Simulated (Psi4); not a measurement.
**Two attempts at AlH3Cl− (SMILES [AlH3-][Cl])**

Wanted: the energy of AlH3Cl−, DLPNO-MP2/def2-SVPD (density fitting, density fitting for correlation, pno convergence tight).

The results are computed with Psi4 1.11.

1 further run of the same task is left out (set aside as unsound or not needed).

## (1) The molecule

The species is AlH3Cl− (5 atoms), meant as a singlet with charge -1. SMILES: `[AlH3-][Cl]`. The shape comes from GFN2-xTB, which is rough for such elements, and wasn't checked as a minimum.

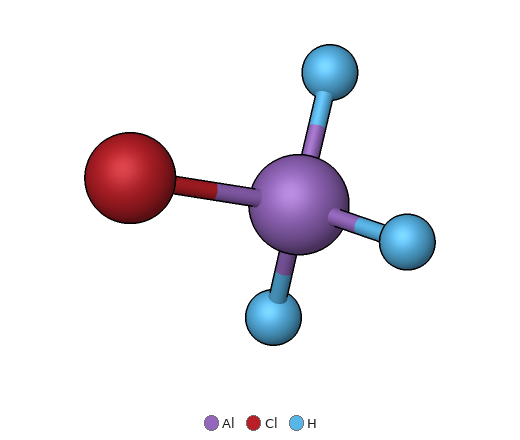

The structure, seen from a chosen angle (aluminium purple, chlorine red, hydrogen blue).

## (2) First attempt

Input file run.py:

```python
import psi4

psi4.set_memory('1600 MB')
psi4.set_num_threads(1)
psi4.set_output_file('alclh3.out', False)

geom = psi4.geometry("""
-1 1
Al     0.109160    -0.000440    -0.082500
Cl    -1.562720    -0.002110     1.184250
H      0.226090     1.478490    -0.704190
H     -0.160190    -1.106410    -1.218300
H      1.387660    -0.369540     0.820730
symmetry c1
""")

psi4.set_options(dict(basis='def2-SVPD', freeze_core=True, pno_convergence='tight', scf_type='df', docc=[16]))

E, wfn = psi4.energy('dlpno-mp2', molecule=geom, return_wfn=True)
print(f'total energy {E:.8f} hartree = {E * 27.211386:.5f} eV')
```

Run with:

```console
python run.py
```

alclh3.out:

```text
Psi4 1.11 release

   => Loading Basis Set <=

    Name: DEF2-SVPD
    Role: ORBITAL
    Keyword: BASIS
```

On the terminal:

```text
Traceback (most recent call last):
  File "run.py", line 19, in <module>
    E, wfn = psi4.energy('dlpno-mp2', molecule=geom, return_wfn=True)
RuntimeError:
Fatal Error: Got 16 alpha electrons, expected 17.
DOCC and SOCC must specify the occupation of all electrons or none.
```

Wall time 0.78 s (1 thread of AMD EPYC 9R45 (Zen 5), shared host); peak memory 0.14 GiB.

## (3) Diagnosis

The input was rejected.

The log says `Fatal Error: Got 16 alpha electrons, expected 17.`. The fault: the orbital occupation or active space doesn't match the electron count or the lowest state. To mend it: docc at its default in place of (16).

## (4) The mended input

Input file job.py:

```python
import psi4

psi4.set_memory(1600000000)
psi4.set_num_threads(1)
psi4.core.set_output_file('output.dat', False)

geom = psi4.geometry("""
-1 1
Al     0.109160    -0.000440    -0.082500
Cl    -1.562720    -0.002110     1.184250
H      0.226090     1.478490    -0.704190
H     -0.160190    -1.106410    -1.218300
H      1.387660    -0.369540     0.820730
symmetry c1
""")

psi4.set_options({
    'basis': 'def2-SVPD',
    'freeze_core': True,
    'pno_convergence': 'tight',
    'scf_type': 'df',
})

E, wfn = psi4.energy("dlpno-mp2", return_wfn=True)
print(f'total energy {E:.8f} hartree = {E * 27.211386:.5f} eV')
```

Run with:

```console
python job.py
```

output.dat:

```text
[...]
  Running in c1 symmetry.
[...]
  Nuclear repulsion =   78.196689782907086
[...]
  Multiplicity = 1
[...]
  Nalpha       = 17
  Nbeta        = 17
[...]
    Number of basis functions: 75
[...]
   @DF-RHF iter   1:  -703.01614955041930   -6.25662e-01   2.39030e-03 DIIS/ADIIS
[...]
    Orbital Energies [Eh]
    ---------------------
    Doubly Occupied:
       1A   -104.580215     2A    -58.233844     3A    -10.343848
       4A     -7.818184     5A     -7.816543     6A     -7.816543
       7A     -4.664673     8A     -2.984610     9A     -2.982118
      10A     -2.982116    11A     -0.875920    12A     -0.388729
      13A     -0.283272    14A     -0.283236    15A     -0.280208
      16A     -0.203697    17A     -0.203543
[...]
  @DF-RHF Final Energy:  -703.04278130522277
   => Energetics <=
    Nuclear Repulsion Energy =             78.1966897829070859
    One-Electron Energy =               -1136.9963477431092542
    Two-Electron Energy =                 355.7568766549794077
    Total Energy =                       -703.0427813052228885
[...]
 Multipole Moments:
 ------------------------------------------------------------------------------------
     Multipole            Electronic (a.u.)      Nuclear  (a.u.)        Total (a.u.)
 ------------------------------------------------------------------------------------
 L = 1.  Multiply by 2.5417464519 to convert [e a0] to [Debye]
 Dipole X            :         -4.3808560            3.4416347           -0.9392213
 Dipole Y            :         -0.0092047            0.0059608           -0.0032439
 Dipole Z            :          3.3210024           -2.6086279            0.7123745
 Magnitude           :                                                    1.1788234
[...]
  @LMP2 iter   4:  -0.244764890594 -2.940e-07  7.100e-07
[...]
```

Standard output:

```text
total energy -703.28754660 hartree = -19137.42890 eV
```

It took 1.7 s on 1 thread of AMD EPYC 9R45 (Zen 5), shared host; peak memory 0.21 GiB.

## (5) What came out

At DLPNO-MP2/def2-SVPD (density fitting, density fitting for correlation, pno convergence tight):

| quantity | value |
| --- | --- |
| total energy | -703.28755 Eh |
| HOMO energy (Hartree–Fock orbitals) | -5.54 eV |
| LUMO energy (Hartree–Fock orbitals) | 5.25 eV |
| HOMO–LUMO gap (to an unbound level, set by the basis) | 10.79 eV |
| correlation energy (10 core orbitals frozen) | -244.8 mEh |
